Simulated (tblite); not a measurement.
**C5H9Si (charge −1): geometry relaxation (part 2 of 4)**

The same run, continued: C5H9Si, charge −1; GFN2-xTB geometry optimisation, gas phase (tblite 0.8.0). It belongs to a series of runs on one base structure; here: constitutional isomer.

Geometry of the input (Å):
```
C  -1.3171  -1.0275  1.1478
C  -0.6301  0.0395  0.2433
C  -1.0663  0.9074  -0.6644
C  0.3010  1.4540  -0.9944
C  0.8062  0.5388  0.1667
Si 2.1066  -0.7742  -0.3533
H  -2.3151  -0.6707  1.4501
H  -1.4332  -1.9598  0.6054
H  -0.7269  -1.2154  2.0489
H  -2.0608  1.1262  -1.0768
H  0.6658  1.2254  -1.9973
H  0.4460  2.5147  -0.8032
H  1.1544  1.0993  1.0459
H  2.3486  -1.7531  0.7415
H  1.7164  -1.4965  -1.5821
```

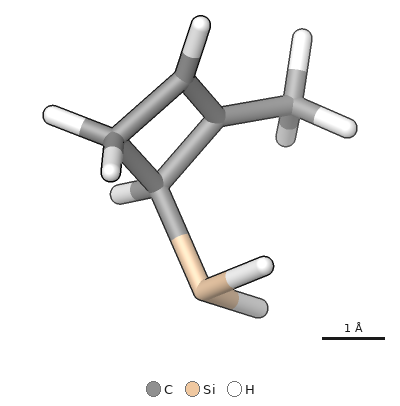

Figure 1. The geometry at step 46 of the log (stick view, seen at a tilt).

### Trajectory as extended XYZ, continued
```
15
Properties=species:S:1:pos:R:3:forces:R:3 step=29 energy=-464.92078
C    -1.2154   -0.9878    1.1309    0.0130   0.0220  -0.0060
C    -0.5849    0.0632    0.2805   -0.0010   0.0280  -0.0080
C    -1.0206    0.8229   -0.7354   -0.0020   0.0340  -0.0170
C     0.3120    1.4894   -0.9314    0.0010  -0.0030   0.0070
C     0.8193    0.5453    0.1813    0.0150   0.0040  -0.0250
Si    2.0744   -0.7610   -0.4345    0.0110  -0.0130  -0.0170
H    -2.2350   -0.7048    1.4063   -0.0140  -0.0090   0.0000
H    -1.2620   -1.9390    0.5955    0.0150  -0.0120  -0.0040
H    -0.6321   -1.1430    2.0387    0.0130   0.0060   0.0210
H    -1.9425    0.8931   -1.3005   -0.0100  -0.0140   0.0070
H     0.7790    1.3331   -1.9073   -0.0150   0.0310   0.0220
H     0.3436    2.5598   -0.6882    0.0060  -0.0330  -0.0150
H     1.2179    1.0528    1.0667   -0.0320  -0.0090   0.0240
H     2.0786   -1.7139    0.7035   -0.0050  -0.0200   0.0220
H     1.2633   -1.5024   -1.4280    0.0050  -0.0110  -0.0110
15
Properties=species:S:1:pos:R:3:forces:R:3 step=31 energy=-464.92123
C    -1.2138   -0.9863    1.1315    0.0140   0.0150  -0.0110
C    -0.5844    0.0652    0.2805   -0.0070   0.0060  -0.0100
C    -1.0201    0.8229   -0.7369    0.0000   0.0160  -0.0080
C     0.3123    1.4898   -0.9312    0.0030   0.0090  -0.0010
C     0.8205    0.5462    0.1810   -0.0100  -0.0140  -0.0080
Si    2.0731   -0.7645   -0.4353   -0.0020   0.0170  -0.0030
H    -2.2351   -0.7073    1.4058    0.0050  -0.0070   0.0000
H    -1.2568   -1.9373    0.5949    0.0150  -0.0100   0.0060
H    -0.6294   -1.1402    2.0393   -0.0020   0.0080   0.0120
H    -1.9415    0.8893   -1.3035   -0.0030  -0.0060   0.0110
H     0.7797    1.3401   -1.9068    0.0010  -0.0020  -0.0090
H     0.3421    2.5587   -0.6880    0.0030   0.0140   0.0120
H     1.2155    1.0521    1.0695   -0.0130  -0.0080   0.0010
H     2.0754   -1.7167    0.7030   -0.0030  -0.0210   0.0270
H     1.2581   -1.5041   -1.4258    0.0010  -0.0160  -0.0210
15
Properties=species:S:1:pos:R:3:forces:R:3 step=33 energy=-464.92146
C    -1.2121   -0.9853    1.1314    0.0010  -0.0080   0.0000
C    -0.5846    0.0665    0.2797   -0.0040  -0.0080  -0.0040
C    -1.0196    0.8240   -0.7382   -0.0050  -0.0020   0.0060
C     0.3128    1.4908   -0.9313    0.0000   0.0120  -0.0050
C     0.8204    0.5464    0.1806   -0.0130  -0.0030   0.0040
Si    2.0712   -0.7659   -0.4357    0.0020  -0.0030   0.0120
H    -2.2348   -0.7091    1.4055    0.0160  -0.0060  -0.0050
H    -1.2532   -1.9373    0.5954    0.0170   0.0050   0.0140
H    -0.6282   -1.1384    2.0405   -0.0090   0.0160  -0.0080
H    -1.9412    0.8870   -1.3043   -0.0090   0.0070  -0.0010
H     0.7803    1.3440   -1.9070    0.0060  -0.0130  -0.0130
H     0.3417    2.5593   -0.6873    0.0040   0.0240   0.0200
H     1.2133    1.0517    1.0708   -0.0030  -0.0110  -0.0120
H     2.0741   -1.7195    0.7048   -0.0080  -0.0010   0.0020
H     1.2556   -1.5061   -1.4267    0.0050  -0.0100  -0.0100
15
Properties=species:S:1:pos:R:3:forces:R:3 step=35 energy=-464.92165
C    -1.2115   -0.9845    1.1312   -0.0050  -0.0140   0.0050
C    -0.5855    0.0670    0.2786    0.0000  -0.0070  -0.0030
C    -1.0204    0.8259   -0.7382   -0.0050  -0.0050   0.0020
C     0.3128    1.4918   -0.9320   -0.0060   0.0050   0.0010
C     0.8193    0.5455    0.1798   -0.0010   0.0080  -0.0040
Si    2.0717   -0.7668   -0.4347   -0.0050  -0.0170   0.0100
H    -2.2344   -0.7106    1.4053    0.0010   0.0000  -0.0080
H    -1.2503   -1.9370    0.5964    0.0150  -0.0040   0.0080
H    -0.6286   -1.1361    2.0410    0.0020   0.0180  -0.0050
H    -1.9430    0.8880   -1.3028   -0.0070   0.0150  -0.0070
H     0.7796    1.3448   -1.9088   -0.0020  -0.0060   0.0090
H     0.3426    2.5606   -0.6862    0.0060   0.0010   0.0100
H     1.2104    1.0501    1.0710    0.0070  -0.0080  -0.0120
H     2.0743   -1.7222    0.7065   -0.0120   0.0140  -0.0130
H     1.2585   -1.5085   -1.4289    0.0120   0.0000   0.0070
15
Properties=species:S:1:pos:R:3:forces:R:3 step=37 energy=-464.92183
C    -1.2112   -0.9842    1.1310    0.0020   0.0010  -0.0020
C    -0.5865    0.0669    0.2774    0.0000  -0.0020  -0.0070
C    -1.0219    0.8273   -0.7380   -0.0040   0.0040  -0.0060
C     0.3122    1.4928   -0.9325   -0.0080  -0.0070   0.0080
C     0.8183    0.5445    0.1784    0.0070   0.0000  -0.0100
Si    2.0728   -0.7681   -0.4331   -0.0170  -0.0050  -0.0060
H    -2.2340   -0.7119    1.4047   -0.0170   0.0010  -0.0100
H    -1.2465   -1.9369    0.5976    0.0090  -0.0230   0.0010
H    -0.6289   -1.1324    2.0410    0.0150   0.0120   0.0110
H    -1.9455    0.8905   -1.3015    0.0030   0.0160  -0.0010
H     0.7785    1.3444   -1.9098   -0.0090   0.0060   0.0220
H     0.3440    2.5616   -0.6843    0.0040  -0.0190  -0.0050
H     1.2084    1.0478    1.0703    0.0150   0.0020  -0.0020
H     2.0733   -1.7236    0.7067   -0.0130   0.0090  -0.0030
H     1.2627   -1.5106   -1.4299    0.0130   0.0050   0.0110
15
Properties=species:S:1:pos:R:3:forces:R:3 step=38 energy=-464.92196
C    -1.2106   -0.9842    1.1309    0.0060   0.0100  -0.0060
C    -0.5871    0.0668    0.2763   -0.0010   0.0000  -0.0070
C    -1.0229    0.8281   -0.7383   -0.0020   0.0090  -0.0070
C     0.3115    1.4936   -0.9324   -0.0060  -0.0130   0.0100
C     0.8177    0.5442    0.1772    0.0060  -0.0090  -0.0070
Si    2.0725   -0.7695   -0.4323   -0.0190   0.0080  -0.0150
H    -2.2339   -0.7131    1.4036   -0.0200  -0.0030  -0.0120
H    -1.2426   -1.9375    0.5988    0.0040  -0.0270   0.0030
H    -0.6283   -1.1289    2.0413    0.0160   0.0080   0.0150
H    -1.9468    0.8920   -1.3016    0.0100   0.0160   0.0030
H     0.7780    1.3448   -1.9095   -0.0090   0.0130   0.0180
H     0.3447    2.5621   -0.6824    0.0010  -0.0250  -0.0120
H     1.2076    1.0460    1.0697    0.0180   0.0090   0.0030
H     2.0711   -1.7243    0.7068   -0.0130   0.0020   0.0070
H     1.2644   -1.5121   -1.4299    0.0100   0.0040   0.0070
15
Properties=species:S:1:pos:R:3:forces:R:3 step=40 energy=-464.92227
C    -1.2079   -0.9843    1.1305    0.0070   0.0090  -0.0060
C    -0.5879    0.0665    0.2731   -0.0040  -0.0010   0.0020
C    -1.0243    0.8298   -0.7399    0.0020   0.0060   0.0040
C     0.3103    1.4958   -0.9314    0.0050  -0.0170   0.0030
C     0.8166    0.5437    0.1748   -0.0020  -0.0150   0.0130
Si    2.0687   -0.7731   -0.4318   -0.0010   0.0220  -0.0170
H    -2.2335   -0.7166    1.3996   -0.0050  -0.0190  -0.0160
H    -1.2311   -1.9408    0.6025   -0.0040  -0.0110   0.0170
H    -0.6251   -1.1194    2.0428   -0.0020   0.0030   0.0030
H    -1.9479    0.8938   -1.3039    0.0130   0.0180   0.0060
H     0.7778    1.3485   -1.9074   -0.0030   0.0160  -0.0100
H     0.3458    2.5630   -0.6779   -0.0080  -0.0160  -0.0140
H     1.2074    1.0423    1.0686    0.0160   0.0130   0.0060
H     2.0628   -1.7252    0.7079   -0.0090  -0.0060   0.0170
H     1.2640   -1.5159   -1.4294   -0.0040  -0.0030  -0.0080
15
Properties=species:S:1:pos:R:3:forces:R:3 step=42 energy=-464.92252
C    -1.2054   -0.9844    1.1300   -0.0050  -0.0100   0.0050
C    -0.5885    0.0661    0.2710    0.0000   0.0010   0.0140
C    -1.0247    0.8311   -0.7410    0.0070  -0.0060   0.0130
C     0.3100    1.4964   -0.9305    0.0120  -0.0040  -0.0070
C     0.8158    0.5432    0.1744   -0.0020   0.0020   0.0150
Si    2.0647   -0.7749   -0.4328    0.0220   0.0030   0.0040
H    -2.2334   -0.7207    1.3954    0.0060  -0.0240  -0.0120
H    -1.2230   -1.9442    0.6068   -0.0010   0.0080   0.0200
H    -0.6227   -1.1125    2.0441   -0.0180   0.0030  -0.0080
H    -1.9472    0.8955   -1.3059    0.0030   0.0170   0.0010
H     0.7782    1.3529   -1.9062    0.0020   0.0030  -0.0250
H     0.3457    2.5628   -0.6756   -0.0110   0.0040  -0.0030
H     1.2086    1.0411    1.0683    0.0030   0.0030  -0.0020
H     2.0557   -1.7256    0.7100   -0.0050   0.0030   0.0010
H     1.2619   -1.5187   -1.4298   -0.0140  -0.0050  -0.0140
15
Properties=species:S:1:pos:R:3:forces:R:3 step=44 energy=-464.92276
C    -1.2041   -0.9846    1.1297   -0.0110  -0.0130   0.0110
C    -0.5895    0.0660    0.2702    0.0060   0.0050   0.0120
C    -1.0254    0.8326   -0.7407    0.0110  -0.0090   0.0030
C     0.3102    1.4961   -0.9305    0.0070   0.0100  -0.0080
C     0.8150    0.5420    0.1744    0.0110   0.0120  -0.0090
Si    2.0639   -0.7760   -0.4328    0.0200  -0.0150   0.0110
H    -2.2339   -0.7262    1.3910   -0.0090  -0.0120  -0.0030
H    -1.2166   -1.9471    0.6119    0.0090   0.0020   0.0030
H    -0.6227   -1.1061    2.0450   -0.0170   0.0000   0.0080
H    -1.9475    0.9010   -1.3056    0.0000   0.0090   0.0040
H     0.7772    1.3561   -1.9077    0.0010  -0.0100  -0.0100
H     0.3455    2.5620   -0.6745   -0.0060   0.0130   0.0030
H     1.2096    1.0403    1.0677   -0.0090  -0.0050  -0.0070
H     2.0507   -1.7266    0.7118   -0.0020   0.0090  -0.0120
H     1.2632   -1.5216   -1.4317   -0.0110   0.0040  -0.0040
15
Properties=species:S:1:pos:R:3:forces:R:3 step=46 energy=-464.92294
C    -1.2039   -0.9851    1.1299   -0.0020   0.0040   0.0040
C    -0.5903    0.0663    0.2700    0.0080   0.0000  -0.0020
C    -1.0258    0.8340   -0.7402    0.0070   0.0000  -0.0060
C     0.3103    1.4963   -0.9312   -0.0030   0.0070  -0.0010
C     0.8149    0.5410    0.1731    0.0140   0.0000  -0.0190
Si    2.0655   -0.7777   -0.4317   -0.0020  -0.0070  -0.0070
H    -2.2354   -0.7315    1.3875   -0.0220  -0.0020   0.0000
H    -1.2105   -1.9491    0.6161    0.0150  -0.0070  -0.0110
H    -0.6242   -1.1004    2.0465   -0.0120  -0.0050   0.0260
H    -1.9487    0.9076   -1.3039    0.0050  -0.0020   0.0120
H     0.7755    1.3573   -1.9100   -0.0010  -0.0090   0.0080
H     0.3454    2.5620   -0.6734    0.0000   0.0060  -0.0040
H     1.2091    1.0388    1.0666   -0.0050   0.0000  -0.0040
H     2.0472   -1.7276    0.7124    0.0010   0.0010  -0.0030
H     1.2664   -1.5239   -1.4336   -0.0030   0.0140   0.0070
15
Properties=species:S:1:pos:R:3:forces:R:3 step=48 energy=-464.92313
C    -1.2037   -0.9856    1.1305    0.0070   0.0140  -0.0050
C    -0.5901    0.0665    0.2699    0.0050  -0.0100  -0.0120
C    -1.0251    0.8346   -0.7402   -0.0040   0.0060   0.0000
C     0.3107    1.4973   -0.9319   -0.0050  -0.0050   0.0050
C     0.8160    0.5404    0.1708    0.0010  -0.0100  -0.0020
Si    2.0664   -0.7800   -0.4317   -0.0160   0.0080  -0.0180
H    -2.2380   -0.7372    1.3835   -0.0050   0.0000  -0.0070
H    -1.2028   -1.9517    0.6198    0.0160   0.0050  -0.0080
H    -0.6266   -1.0950    2.0499   -0.0190  -0.0050   0.0200
H    -1.9488    0.9128   -1.3021    0.0020  -0.0090   0.0130
H     0.7745    1.3582   -1.9113    0.0010  -0.0010   0.0110
H     0.3450    2.5629   -0.6724    0.0060  -0.0040  -0.0110
H     1.2087    1.0373    1.0652    0.0070   0.0070  -0.0010
H     2.0425   -1.7276    0.7128    0.0040  -0.0100   0.0060
H     1.2668   -1.5249   -1.4346    0.0010   0.0150   0.0090
15
Properties=species:S:1:pos:R:3:forces:R:3 step=49 energy=-464.92322
C    -1.2033   -0.9857    1.1308    0.0070   0.0100  -0.0060
C    -0.5895    0.0663    0.2697    0.0020  -0.0100  -0.0100
C    -1.0244    0.8347   -0.7403   -0.0090   0.0050   0.0070
C     0.3110    1.4978   -0.9320   -0.0030  -0.0100   0.0050
C     0.8168    0.5402    0.1698   -0.0070  -0.0080   0.0100
Si    2.0661   -0.7809   -0.4326   -0.0140   0.0100  -0.0120
H    -2.2393   -0.7398    1.3813    0.0100   0.0010  -0.0130
H    -1.1988   -1.9528    0.6213    0.0160   0.0150  -0.0020
H    -0.6283   -1.0931    2.0523   -0.0240  -0.0020   0.0080
H    -1.9481    0.9142   -1.3014   -0.0060  -0.0100   0.0100
H     0.7745    1.3587   -1.9115    0.0030   0.0010   0.0070
H     0.3448    2.5634   -0.6723    0.0080  -0.0080  -0.0110
H     1.2090    1.0369    1.0646    0.0110   0.0070  -0.0010
H     2.0400   -1.7273    0.7131    0.0070  -0.0110   0.0030
H     1.2653   -1.5246   -1.4348   -0.0010   0.0100   0.0050
15
Properties=species:S:1:pos:R:3:forces:R:3 step=51 energy=-464.92344
C    -1.2021   -0.9857    1.1313    0.0010  -0.0080  -0.0010
C    -0.5880    0.0655    0.2690   -0.0040   0.0030   0.0100
C    -1.0231    0.8348   -0.7401   -0.0110  -0.0010   0.0150
C     0.3115    1.4984   -0.9319    0.0020  -0.0090   0.0010
C     0.8182    0.5400    0.1687   -0.0130   0.0070   0.0220
Si    2.0644   -0.7824   -0.4350    0.0010   0.0050   0.0160
H    -2.2413   -0.7452    1.3758    0.0230   0.0050  -0.0250
H    -1.1895   -1.9542    0.6241    0.0130   0.0190   0.0040
H    -0.6333   -1.0894    2.0576   -0.0220   0.0090  -0.0110
H    -1.9469    0.9154   -1.3000   -0.0200  -0.0110   0.0010
H     0.7753    1.3602   -1.9111    0.0040  -0.0010  -0.0030
H     0.3443    2.5642   -0.6727    0.0110  -0.0100  -0.0040
H     1.2105    1.0368    1.0635    0.0120   0.0010  -0.0020
H     2.0350   -1.7271    0.7138    0.0120  -0.0050  -0.0130
H     1.2605   -1.5233   -1.4349   -0.0090  -0.0030  -0.0090
15
Properties=species:S:1:pos:R:3:forces:R:3 step=53 energy=-464.92385
C    -1.1990   -0.9852    1.1315   -0.0100  -0.0240   0.0070
C    -0.5865    0.0647    0.2678   -0.0110   0.0330   0.0400
C    -1.0231    0.8365   -0.7388   -0.0040  -0.0070   0.0100
C     0.3120    1.4988   -0.9318    0.0030   0.0000  -0.0060
C     0.8191    0.5389    0.1672   -0.0020   0.0230   0.0100
Si    2.0613   -0.7860   -0.4370    0.0120  -0.0050   0.0350
H    -2.2437   -0.7571    1.3617    0.0030   0.0120  -0.0380
H    -1.1662   -1.9561    0.6310    0.0060  -0.0040   0.0010
H    -0.6446   -1.0775    2.0676    0.0030   0.0200  -0.0160
H    -1.9481    0.9200   -1.2961   -0.0210  -0.0150  -0.0010
H     0.7758    1.3638   -1.9115   -0.0020  -0.0140  -0.0070
H     0.3450    2.5645   -0.6723    0.0120  -0.0050   0.0080
H     1.2137    1.0358    1.0607    0.0070  -0.0040   0.0060
H     2.0256   -1.7301    0.7140    0.0170   0.0020  -0.0290
H     1.2544   -1.5230   -1.4359   -0.0140  -0.0130  -0.0200
15
Properties=species:S:1:pos:R:3:forces:R:3 step=55 energy=-464.92492
C    -1.1918   -0.9854    1.1322   -0.0270  -0.0280   0.0210
C    -0.5854    0.0664    0.2680   -0.0160   0.0570   0.0570
C    -1.0257    0.8432   -0.7333    0.0100  -0.0030  -0.0020
C     0.3123    1.4996   -0.9330   -0.0070   0.0150  -0.0080
C     0.8207    0.5356    0.1616    0.0180   0.0240  -0.0110
Si    2.0560   -0.7975   -0.4375    0.0020  -0.0040  -0.0010
H    -2.2522   -0.7928    1.3161   -0.0210  -0.0020  -0.0600
H    -1.0967   -1.9629    0.6532   -0.0090  -0.0030   0.0210
H    -0.6779   -1.0373    2.0950    0.0290   0.0250  -0.0410
H    -1.9565    0.9393   -1.2806    0.0080  -0.0330   0.0100
H     0.7731    1.3713   -1.9154   -0.0180  -0.0440  -0.0010
H     0.3497    2.5640   -0.6702    0.0130   0.0100   0.0220
H     1.2217    1.0311    1.0524    0.0000   0.0030   0.0270
H     2.0018   -1.7411    0.7121    0.0240  -0.0070  -0.0220
H     1.2463   -1.5254   -1.4427   -0.0050  -0.0100  -0.0120
15
Properties=species:S:1:pos:R:3:forces:R:3 step=57 energy=-464.92652
C    -1.1900   -0.9869    1.1337   -0.0190   0.0620   0.0000
C    -0.5845    0.0734    0.2786    0.0030   0.0180   0.0070
C    -1.0288    0.8489   -0.7219    0.0220   0.0150   0.0060
C     0.3126    1.4963   -0.9354   -0.0150   0.0260   0.0030
C     0.8242    0.5335    0.1588    0.0200   0.0090  -0.0030
Si    2.0555   -0.8043   -0.4372   -0.0250   0.0070  -0.0840
H    -2.2621   -0.8255    1.2599   -0.0810  -0.0320  -0.0530
H    -1.0332   -1.9642    0.6739   -0.0140  -0.0260   0.0270
H    -0.7263   -1.0034    2.1219    0.0620   0.0150  -0.0150
H    -1.9691    0.9557   -1.2531    0.0500  -0.0430   0.0130
H     0.7670    1.3653   -1.9208   -0.0390  -0.0660   0.0110
H     0.3602    2.5605   -0.6755    0.0060   0.0300   0.0270
H     1.2333    1.0310    1.0446   -0.0080   0.0130   0.0320
H     1.9941   -1.7523    0.7038    0.0150  -0.0290   0.0090
H     1.2428   -1.5202   -1.4531    0.0210   0.0000   0.0190
15
Properties=species:S:1:pos:R:3:forces:R:3 step=58 energy=-464.92620
C    -1.1848   -0.9879    1.1355   -0.0600   0.0090   0.0190
C    -0.5825    0.0814    0.2886    0.0250  -0.0430  -0.0420
C    -1.0297    0.8549   -0.7122    0.0120   0.0380   0.0150
C     0.3135    1.4963   -0.9367   -0.0090   0.0340   0.0220
C     0.8288    0.5328    0.1551    0.0070  -0.0050   0.0170
Si    2.0491   -0.8151   -0.4413   -0.0510   0.0110  -0.1200
H    -2.2735   -0.8681    1.1934    0.0960  -0.0940  -0.0300
H    -0.9536   -1.9701    0.7026   -0.0720   0.1700   0.1350
H    -0.7736   -0.9584    2.1520   -0.0230  -0.0180  -0.1530
H    -1.9779    0.9705   -1.2296    0.0860  -0.0510   0.0140
H     0.7624    1.3641   -1.9250   -0.0570  -0.0730   0.0260
H     0.3689    2.5601   -0.6757    0.0000   0.0310   0.0170
H     1.2472    1.0295    1.0373   -0.0110   0.0210   0.0260
H     1.9735   -1.7643    0.6973    0.0170  -0.0370   0.0100
H     1.2276   -1.5179   -1.4632    0.0400   0.0060   0.0440
15
Properties=species:S:1:pos:R:3:forces:R:3 step=60 energy=-464.92926
C    -1.1901   -0.9863    1.1346    0.0010   0.0660  -0.0320
C    -0.5818    0.0809    0.2898    0.0320  -0.0440  -0.0520
C    -1.0273    0.8514   -0.7134    0.0060   0.0340   0.0280
C     0.3134    1.4964   -0.9352    0.0090   0.0110   0.0330
C     0.8288    0.5359    0.1598    0.0010  -0.0060   0.0210
Si    2.0506   -0.8072   -0.4449   -0.0220   0.0060  -0.0420
H    -2.2703   -0.8490    1.2140   -0.0540  -0.0380  -0.0040
H    -0.9934   -1.9651    0.6920   -0.0060   0.0060   0.0200
H    -0.7561   -0.9814    2.1360    0.0170   0.0140   0.0180
H    -1.9712    0.9551   -1.2369    0.0330  -0.0250  -0.0140
H     0.7626    1.3551   -1.9215   -0.0390  -0.0360   0.0140
H     0.3677    2.5611   -0.6773   -0.0010   0.0210  -0.0010
H     1.2442    1.0334    1.0433   -0.0050   0.0140   0.0130
H     1.9887   -1.7577    0.6973    0.0160  -0.0140  -0.0190
H     1.2299   -1.5147   -1.4593    0.0140  -0.0100   0.0170
```
